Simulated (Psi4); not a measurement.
# Si4H10 (SMILES [SiH3][SiH]([SiH3])[SiH3]) at revPBE/6-31G(d) (spherical functions)

What is the vertical singlet–triplet gap of Si4H10 at revPBE/6-31G* (spherical functions)? Input form: a Python script.

The calculation is run with Psi4 1.11.

4 further runs of the same task are left out: 3 that didn't finish, 1 set aside as unsound or not needed. Runs told in other sessions of the task aren't counted.

### Step 1. The molecule

Si4H10: 14 atoms, total charge 0, spin state singlet. As SMILES, `[SiH3][SiH]([SiH3])[SiH3]`. The shape is that of a PBE0-D4/def2-TZVP optimisation.

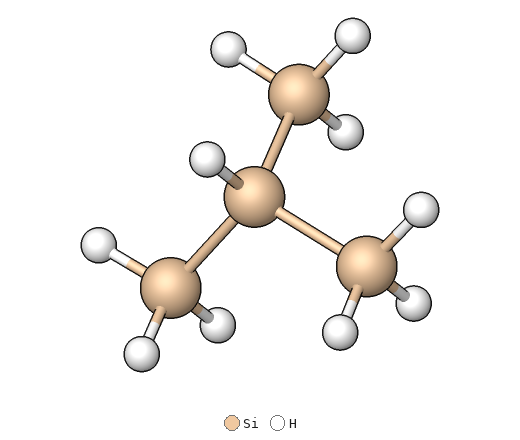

Viewed from a chosen angle; silicon light orange, hydrogen white.

### Step 2. Energy and forces at revPBE/6-31G(d) (spherical functions)

Contents of h10si4.xyz:

```xyz
14
H10Si4
Si    -1.586600     0.449770    -1.468220
Si    -0.437700    -0.033320     0.509060
Si     1.124000     1.651140     0.941090
Si     0.660040    -2.085920     0.297480
H     -2.588800    -0.607930    -1.768740
H     -2.287510     1.758070    -1.365710
H     -0.615640     0.517850    -2.593590
H     -1.409520    -0.107160     1.639330
H      2.091010     1.722300    -0.187470
H      1.875310     1.366450     2.193260
H      0.452630     2.971990     1.075490
H      1.404530    -2.417500     1.542160
H      1.628750    -2.008150    -0.829180
H     -0.310500    -3.177580     0.015050
```

Contents of calc.py:

```python
import psi4

psi4.set_memory('2200 MB')
psi4.set_num_threads(1)
psi4.set_output_file('psi4.out', False)

with open('h10si4.xyz') as f:
    atoms = ''.join(f.readlines()[2:])
mol = psi4.geometry('0 1\n' + atoms + 'symmetry c1')

psi4.set_options({
    'reference': 'rks',
    'puream': True,
    'e_convergence': 1e-09,
    'd_convergence': 1e-08,
    'scf_type': 'pk',
    'dft_radial_points': 99,
    'dft_spherical_points': 590,
})

e_tot, wfn = psi4.gradient("revpbe/6-31G*", return_wfn=True)
psi4.oeprop(wfn, "WIBERG_LOWDIN_INDICES", "DIPOLE", "MAYER_INDICES")
print('gradient / Eh bohr^-1')
print(e_tot.np.round(6))
print(f'energy = {wfn.energy():.10f} Eh')
```

The run is started by

```console
$ python calc.py
```

psi4.out:

```text
[...]
  Running in c1 symmetry.
[...]
  Nuclear repulsion =  328.836297667382325
[...]
  Multiplicity = 1
[...]
  Nalpha       = 33
  Nbeta        = 33
[...]
    Number of basis functions: 92
[...]
   @RKS iter   1: -1163.50724555792704   -4.67173e-01   4.07642e-03 DIIS/ADIIS
[...]
   @RKS iter  10: -1163.64527265212837   -2.50111e-12   1.89401e-09 DIIS
[...]
    Orbital Energies [Eh]
    ---------------------
    Doubly Occupied:
       1A    -65.412587     2A    -65.412586     3A    -65.412574
       4A    -65.409338     5A     -5.054495     6A     -5.054494
       7A     -5.054464     8A     -5.050716     9A     -3.459535
      10A     -3.459534    11A     -3.459529    12A     -3.459152
      13A     -3.459152    14A     -3.459148    15A     -3.459144
      16A     -3.459141    17A     -3.459141    18A     -3.455558
      19A     -3.455558    20A     -3.455423    21A     -0.531125
      22A     -0.484122    23A     -0.484121    24A     -0.420393
      25A     -0.330799    26A     -0.320552    27A     -0.320542
      28A     -0.311499    29A     -0.311485    30A     -0.308059
      31A     -0.285022    32A     -0.252403    33A     -0.252399
[...]
  @RKS Final Energy: -1163.64527265212837
   => Energetics <=
    Nuclear Repulsion Energy =            328.8362976673823255
    One-Electron Energy =               -2266.8557419900771492
    Two-Electron Energy =                 861.4977671989503278
    DFT Exchange-Correlation Energy =     -87.1235955283837598
    Empirical Dispersion Energy =           0.0000000000000000
    VV10 Nonlocal Energy =                  0.0000000000000000
    Total Energy =                      -1163.6452726521283694
[...]
  -Total Gradient:
     Atom            X                  Y                   Z
    ------   -----------------  -----------------  -----------------
       1       -0.000034368959     0.000217031929    -0.001230834985
       2       -0.000630814490    -0.000047602986     0.000736618812
       3        0.001007479538     0.000676920750    -0.000308668696
       4        0.000828738581    -0.000758116156    -0.000560115046
       5        0.003871008145     0.003584368317     0.001619956437
       6        0.002816589574    -0.004745293291     0.000202133856
       7       -0.003006550616    -0.000375148062     0.004434847391
       8        0.003558682007     0.000270964798    -0.004137810323
       9       -0.003774701907    -0.000731441941     0.003756399216
      10       -0.003087477813     0.000512500445    -0.004545989200
      11        0.001919994991    -0.005138186662    -0.000612335724
      12       -0.002929785920     0.001766566193    -0.004333290153
[...]
 Multipole Moments:
 ------------------------------------------------------------------------------------
     Multipole            Electronic (a.u.)      Nuclear  (a.u.)        Total (a.u.)
 ------------------------------------------------------------------------------------
 L = 1.  Multiply by 2.5417464519 to convert [e a0] to [Debye]
 Dipole X            :         -0.7478176            0.7225915           -0.0252262
 Dipole Y            :         -0.0570850            0.0551368           -0.0019482
 Dipole Z            :          0.8696755           -0.8403281            0.0293475
 Magnitude           :                                                    0.0387483
[...]
```

Standard output:

```text
gradient / Eh bohr^-1
[[-3.400e-05  2.170e-04 -1.231e-03]
 [-6.310e-04 -4.800e-05  7.370e-04]
 [ 1.007e-03  6.770e-04 -3.090e-04]
 [ 8.290e-04 -7.580e-04 -5.600e-04]
 [ 3.871e-03  3.584e-03  1.620e-03]
 [ 2.817e-03 -4.745e-03  2.020e-04]
 [-3.007e-03 -3.750e-04  4.435e-03]
 [ 3.559e-03  2.710e-04 -4.138e-03]
 [-3.775e-03 -7.310e-04  3.756e-03]
 [-3.087e-03  5.130e-04 -4.546e-03]
 [ 1.920e-03 -5.138e-03 -6.120e-04]
 [-2.930e-03  1.767e-03 -4.333e-03]
 [-3.648e-03  3.240e-04  3.936e-03]
 [ 3.110e-03  4.440e-03  1.042e-03]]
energy = -1163.6452726521 Eh
```

Wall time 29 s (1 thread of Intel Xeon 6975P-C (Granite Rapids), shared host); peak memory 1.2 GiB.

### Step 3. The triplet: a single-point energy at U-revPBE/6-31G(d) (spherical functions)

Contents of run.py:

```python
import psi4

psi4.set_memory('2200 MB')
psi4.set_num_threads(1)
psi4.core.set_output_file('psi4.out', False)

mol = psi4.geometry("""
0 3
Si    -1.586600     0.449770    -1.468220
Si    -0.437700    -0.033320     0.509060
Si     1.124000     1.651140     0.941090
Si     0.660040    -2.085920     0.297480
H     -2.588800    -0.607930    -1.768740
H     -2.287510     1.758070    -1.365710
H     -0.615640     0.517850    -2.593590
H     -1.409520    -0.107160     1.639330
H      2.091010     1.722300    -0.187470
H      1.875310     1.366450     2.193260
H      0.452630     2.971990     1.075490
H      1.404530    -2.417500     1.542160
H      1.628750    -2.008150    -0.829180
H     -0.310500    -3.177580     0.015050
units angstrom
symmetry c1
no_reorient
no_com
""")

options = {'basis': '6-31G*', 'reference': 'uks', 'puream': True, 'e_convergence': 1e-09, 'd_convergence': 1e-08, 'scf_type': 'pk', 'dft_radial_points': 99, 'dft_spherical_points': 590, 'maxiter': 100}
psi4.set_options(options)

energy_value, wavefunction = psi4.energy('revpbe', molecule=mol, return_wfn=True)
print(f'revpbe energy: {energy_value:.10f} Eh')
for k, v in sorted(psi4.core.scalar_variables().items()):
    print(f'{k:45s} {v:18.10f}')
```

The run is started by

```console
$ python run.py
```

psi4.out:

```text
[...]
  Running in c1 symmetry.
[...]
  Nuclear repulsion =  328.836297667382382
[...]
  Multiplicity = 3
[...]
  Nalpha       = 34
  Nbeta        = 32
[...]
    Number of basis functions: 92
[...]
   @UKS iter   1: -1163.29067904202566   -2.50606e-01   4.02607e-03 DIIS/ADIIS
[...]
   @UKS iter  35: -1163.43051692382892   -4.54747e-12   6.35332e-09 DIIS
[...]
   @S^2 Observed:                2.004122396E+00
[...]
    Orbital Energies [Eh]
    ---------------------
    Alpha Occupied:
       1A    -65.436632     2A    -65.428635     3A    -65.427138
       4A    -65.420087     5A     -5.075674     6A     -5.069355
       7A     -5.068543     8A     -5.061259     9A     -3.486518
      10A     -3.479123    11A     -3.478293    12A     -3.477502
      13A     -3.476193    14A     -3.472949    15A     -3.472516
      16A     -3.472132    17A     -3.472120    18A     -3.466540
      19A     -3.466043    20A     -3.465677    21A     -0.554738
      22A     -0.501667    23A     -0.492949    24A     -0.435321
      25A     -0.342813    26A     -0.332557    27A     -0.331194
      28A     -0.321265    29A     -0.317594    30A     -0.316451
      31A     -0.298669    32A     -0.285866    33A     -0.267716
      34A     -0.049424
[...]
  @UKS Final Energy: -1163.43051692382892
   => Energetics <=
    Nuclear Repulsion Energy =            328.8362976673823823
    One-Electron Energy =               -2265.8424679333838867
    Two-Electron Energy =                 860.6649693452741303
    DFT Exchange-Correlation Energy =     -87.0893160031015725
    Empirical Dispersion Energy =           0.0000000000000000
    VV10 Nonlocal Energy =                  0.0000000000000000
    Total Energy =                      -1163.4305169238289182
  UHF NO Occupations:
  HONO-2 :   32  A 1.9991833
  HONO-1 :   33  A 1.0000000
[...]
 Multipole Moments:
 ------------------------------------------------------------------------------------
     Multipole            Electronic (a.u.)      Nuclear  (a.u.)        Total (a.u.)
 ------------------------------------------------------------------------------------
 L = 1.  Multiply by 2.5417464519 to convert [e a0] to [Debye]
 Dipole X            :          5.9570829           -5.9023328            0.0547501
 Dipole Y            :          0.5141073           -0.4502839            0.0638234
 Dipole Z            :         -6.8795008            6.8641278           -0.0153730
 Magnitude           :                                                    0.0854829
[...]
```

On the terminal:

```text
revpbe energy: -1163.4305169238 Eh
CURRENT ENERGY                                  -1163.4305169238
CURRENT REFERENCE ENERGY                        -1163.4305169238
DD SOLVATION ENERGY                                 0.0000000000
DFT FUNCTIONAL TOTAL ENERGY                     -1163.4305169238
DFT TOTAL ENERGY                                -1163.4305169238
DFT VV10 ENERGY                                     0.0000000000
DFT XC ENERGY                                     -87.0893160031
GRID ELECTRONS ALPHA                               34.0000050438
GRID ELECTRONS BETA                                32.0000021303
GRID ELECTRONS TOTAL                               66.0000071740
NUCLEAR REPULSION ENERGY                          328.8362976674
ONE-ELECTRON ENERGY                             -2265.8424679334
PCM POLARIZATION ENERGY                             0.0000000000
PE ENERGY                                           0.0000000000
SCF ITERATION ENERGY                            -1163.4305169238
SCF ITERATIONS                                     35.0000000000
SCF TOTAL ENERGY                                -1163.4305169238
TWO-ELECTRON ENERGY                               860.6649693453
XC GRID RADIAL POINTS                              99.0000000000
XC GRID SPHERICAL POINTS                          590.0000000000
XC GRID TOTAL POINTS                           768639.0000000000
```

Run time: 82 s. Hardware: 1 thread of Intel Xeon 6975P-C (Granite Rapids), shared host; peak memory 1.2 GiB.

### Step 4. Outcome

Level: revPBE/6-31G* (spherical functions).

| quantity | value |
| --- | --- |
| singlet: total energy | -1163.64527 Eh |
| singlet: dipole moment | 0.10 D |
| singlet: HOMO energy | -6.87 eV |
| singlet: LUMO energy | -0.67 eV |
| singlet: HOMO–LUMO gap | 6.20 eV |
| singlet: largest force on an atom | 0.284 eV/Å |
| triplet: total energy | -1163.43052 Eh |
| triplet: dipole moment | 0.22 D |
| triplet: HOMO energy (highest over α and β) | -1.34 eV |
| triplet: ⟨S²⟩ | 2.004 |
| vertical energy of the triplet above the singlet | 5.844 eV |

What this shows: At this shape the triplet lies 5.84 eV (564 kJ/mol) above the singlet. The largest force (singlet) is 0.28 eV/Å: the shape isn't a stationary point for this species at this level. With no_com the log's rotational constants are taken about the origin, not the centre of mass, so they aren't the molecule's.
